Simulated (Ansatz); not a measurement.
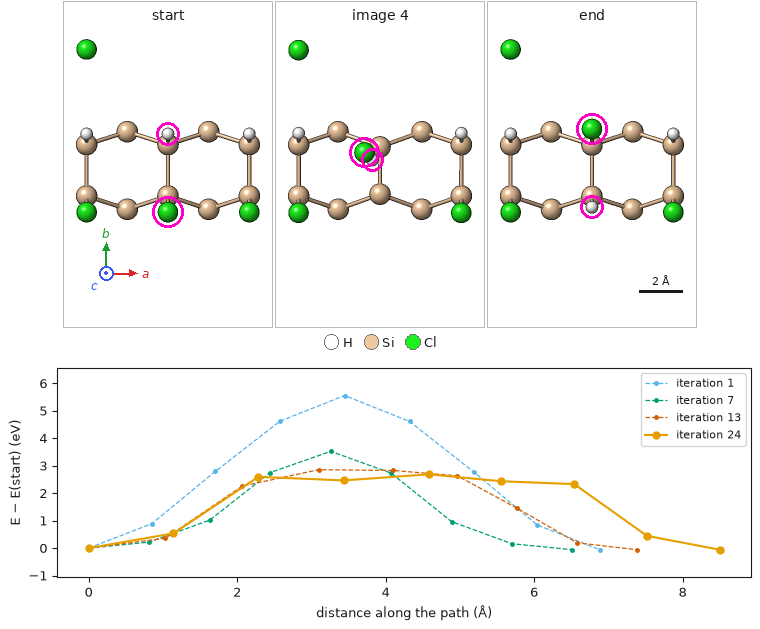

A nudged-elastic-band calculation for Cl2 on Si(100)-2x1, partly H-covered, underside capped with H (32 atoms in the cell). Images are numbered from 0 (start) to 8 (end). The plot follows the band through its iterations. The picture is a ball-and-stick view of the atoms within 6.2 Å of the middle of the path, seen along the c axis. The atoms that move most are ringed. Bonds to atoms that aren't drawn are left out.

Level of theory: DFT PBE, scalar-relativistic, plane waves, PAW in Ansatz. Run with plane-wave cutoff 420 eV; k-point mesh 2 × 2 × 1; Fermi-Dirac smearing 0.02 eV; 12 atoms held fixed; 7 movable images; climbing image; force threshold 0.05 eV/Å; iteration limit 24; starting path by image-dependent pair potential.

> Judge this run.

The result isn't final. The band hadn't converged when the run stopped after 24 iterations. The barrier read from it is provisional, though the highest image hardly moved in the last two iterations. The first iteration put the highest image at 5.56 eV. Forward barrier 2.69 eV, backward barrier 2.75 eV, with image 4 at the top; the reaction energy is −0.06 eV. The profile has 2 maxima (images 2, 4) with a dip at image 3 (+2.47 eV), which on an unconverged band is provisional.

Limits of the set-up: the periodic images lie only 7.7 Å apart, so the values are limited by the cell's size.

PAW datasets: the set soft_1.
